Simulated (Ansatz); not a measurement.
Input file:

```
crystal:
  periodic: [false, false, false]
  atoms:
    - {symbol: N, position_ang: [-0.705400, -0.258192, 0.716083]}
    - {symbol: Ga, position_ang: [0.707877, 0.236808, -0.709341]}
    - {symbol: Cl, position_ang: [2.141943, -1.342589, -0.405608]}
    - {symbol: Cl, position_ang: [-0.486271, 0.131379, -2.499898]}
    - {symbol: Cl, position_ang: [1.273926, 2.203669, -0.035348]}
    - {symbol: H, position_ang: [-0.357218, -0.047366, 1.646290]}
    - {symbol: H, position_ang: [-1.560174, 0.268135, 0.563426]}
    - {symbol: H, position_ang: [-0.922482, -1.248943, 0.668597]}
basis:
  gaussian: {orbitals: def2-TZVPP}
hamiltonian: {xc: pbe0, dispersion: d4}
output: {orbitals: {seedname: orbitals}}
```

Command:

```sh
ansatz run in.yaml --threads 4 --pin off --events-out ev --progress --plain --max-ram 10444MiB
```

Geometry: PBE0-D4/def2-TZVP.

The calculation used RKS PBE0-D4/def2-TZVPP (Ansatz 0.2.0).

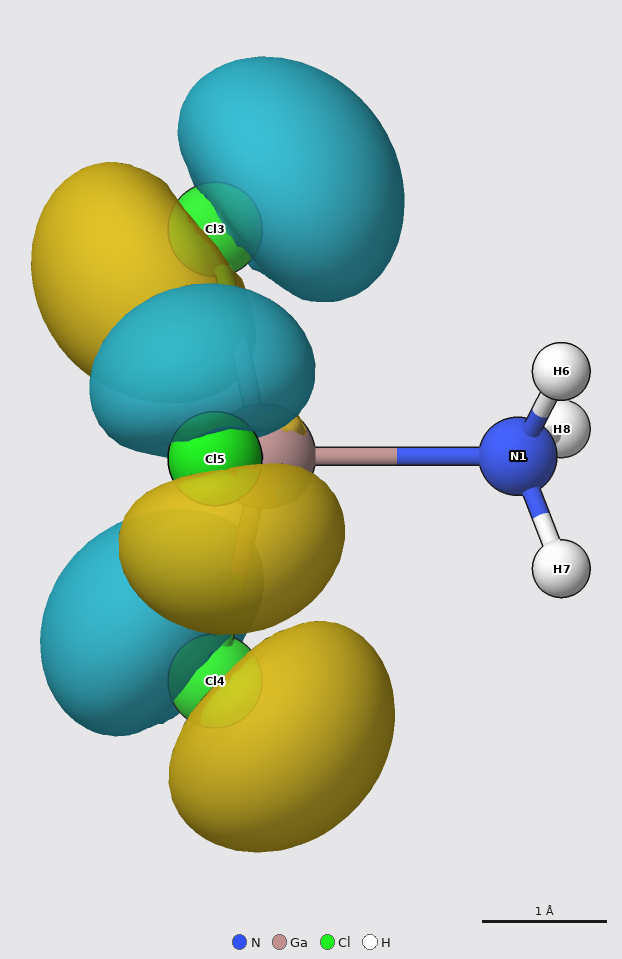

Cl3GaH3N (SMILES [NH3+][Ga-]([Cl])([Cl])[Cl]). The HOMO−1 at ±0.1 Å⁻³ᐟ² (yellow and cyan are the two phases), seen from one side.

What is the character of this orbital?

Its weight (Hirshfeld) is mainly on Cl4 (about 35 %), Cl3 (about 35 %), Cl5 (about 20 %) and Ga2 (about 5 %); largely a combination of lone pairs on Cl4, Cl3 and Cl5. It is one of a degenerate set, so its orientation is arbitrary. Its energy is −8.83 eV.
